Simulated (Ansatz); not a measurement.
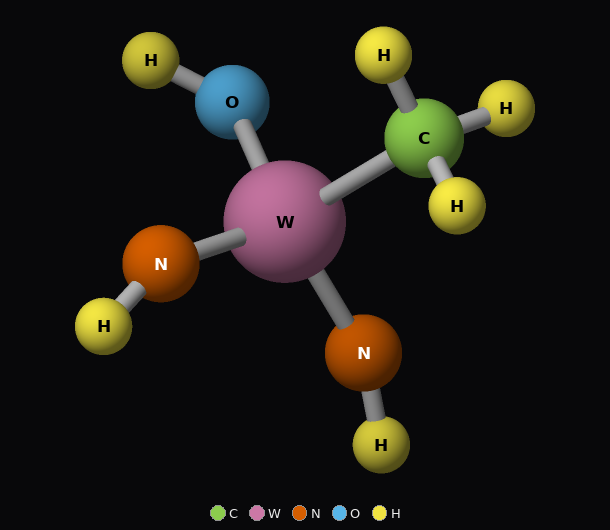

The species is neutral and a spin singlet. The geometry was computed by an optimisation with PBE0-D4/def2-TZVP. Program: Ansatz 0.2.0.

Compare HOMO–LUMO gap (eV), HOMO energy (eV), dipole (D) at these levels: B3LYP-D4/def2-TZVPP; PBE-D4/def2-TZVPP; r2SCAN-D4/def2-TZVPP; ωB97M-V/def2-TZVPP.

| level | HOMO–LUMO gap (eV) | HOMO energy (eV) | dipole (D) |
| --- | --- | --- | --- |
| B3LYP-D4/def2-TZVPP | 6.04 | −7.32 | 1.28 |
| PBE-D4/def2-TZVPP | 4.33 | −6.21 | 1.26 |
| r2SCAN-D4/def2-TZVPP | 4.74 | −6.49 | 1.25 |
| ωB97M-V/def2-TZVPP | 10.89 | −9.84 | 1.30 |
